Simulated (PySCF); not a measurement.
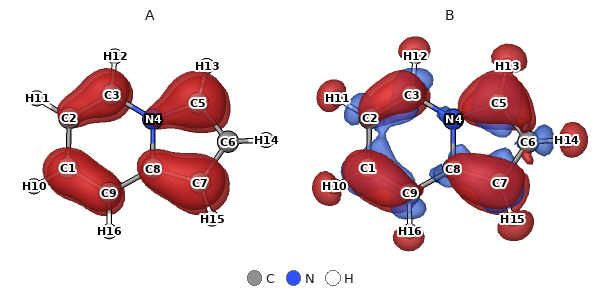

Figure. C₈H₇N, SMILES `c1ccn2cccc2c1`. The Fukui function f⁻ from two separate SCF calculations and the density of the HOMO, at ±0.015 e/Å³ (red positive, blue negative).

PySCF calculation, CAM-B3LYP/6-31+G*, gas phase; geometry: GFN2-xTB. No frequency check shows the geometry to be a minimum.

Which panel is which, and how good is the frozen-orbital picture?

B is f⁻ (it has negative regions), A the HOMO density. The HOMO lies on C5 and C7 (19 % each), C1 (12 %) and C3 (10 %); f⁻ (Hirshfeld-condensed) is largest on C7 (0.13), C5 (0.13) and C1 (0.10); the vertical ionisation energy is 7.18 eV (the stability of the cation's solution wasn't checked). Relaxation shifts 25 % of the electron between atoms. The orbital energy is −6.53 eV.
